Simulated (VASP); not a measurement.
Band structure of SnO₂ (rutile). Method: modified Becke-Johnson potential (mBJ), VASP's PBE PAW potentials (set 64) (plane waves; VASP).

mBJ is a potential without an energy functional, so only the levels count. Unless said otherwise, spin-orbit coupling is left out, though it shifts the bands of the heavy elements here.

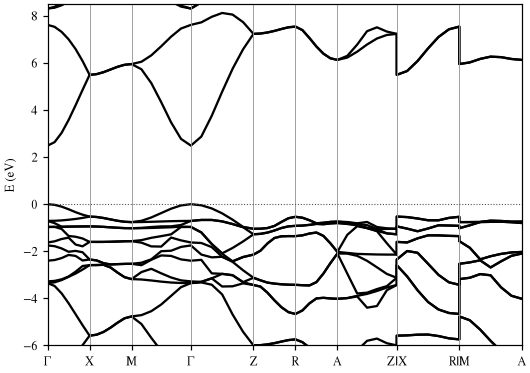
Fig. 1. Bands along high-symmetry lines, zero at the valence-band maximum or, without a gap, the Fermi level

Read the plot: is there a gap, and where are the band edges?

The gap is direct, 2.49 eV, from the valence maximum at Γ to the conduction minimum at Γ.

The compound is SnO2 in the rutile structure. It was relaxed first, which changed the volume by +6 %. The cell's shape comes from a PBE relaxation.
